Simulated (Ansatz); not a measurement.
```yaml
atoms:
  - { symbol: C, position_ang: [-1.5490, 1.6638, -0.1942] }
  - { symbol: C, position_ang: [-0.5992, 0.9406, -0.3080] }
  - { symbol: C, position_ang: [0.5577, 0.0605, -0.4112] }
  - { symbol: C, position_ang: [0.4994, -1.0949, 0.5627] }
  - { symbol: F, position_ang: [0.6421, -0.4430, -1.7036] }
  - { symbol: H, position_ang: [-2.3934, 2.3056, -0.1025] }
  - { symbol: H, position_ang: [1.4672, 0.6503, -0.2489] }
  - { symbol: H, position_ang: [1.3814, -1.7245, 0.4368] }
  - { symbol: H, position_ang: [0.4738, -0.7193, 1.5868] }
  - { symbol: H, position_ang: [-0.3968, -1.6901, 0.3850] }
```

Geometry: PBE0-D4/def2-TZVP.

Computed with RKS PBE0-D4/def2-TZVPP in Ansatz.

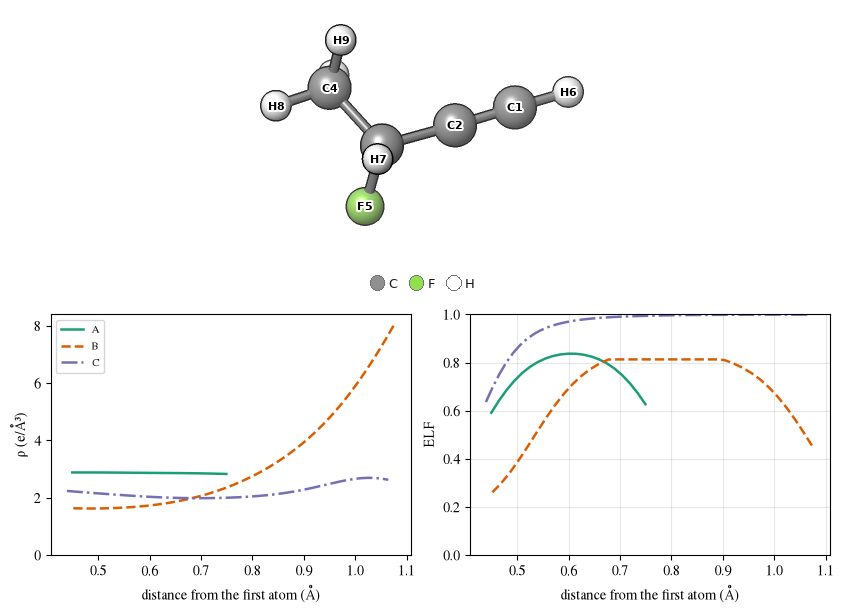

C4H5F (SMILES C#CC(C)F). Total electron density and electron localisation function along straight lines between neighbouring atoms. The curves leave out the atomic cores. The structure is drawn too.

Which curve belongs to which contact (C–C, C–F and C–H)? The first atom named is at distance zero.

Curve A: C–C (1.20 Å): the density is about 2.9 e/Å³ at the midpoint; the ELF peaks at about 0.85 between the atoms; a multiple bond. Curve B: C–F (1.39 Å): the density is about 2 e/Å³ at the midpoint, with its minimum of 1.6 e/Å³ about 0.5 Å from C; the ELF peaks at about 0.80 between the atoms: a shared but strongly polarised pair. Curve C: C–H (1.06 Å): ρ is about 2.1 e/Å³ halfway; the ELF climbs to about 1 towards the hydrogen, as it does in any bond to H (a covalent bond by its length).
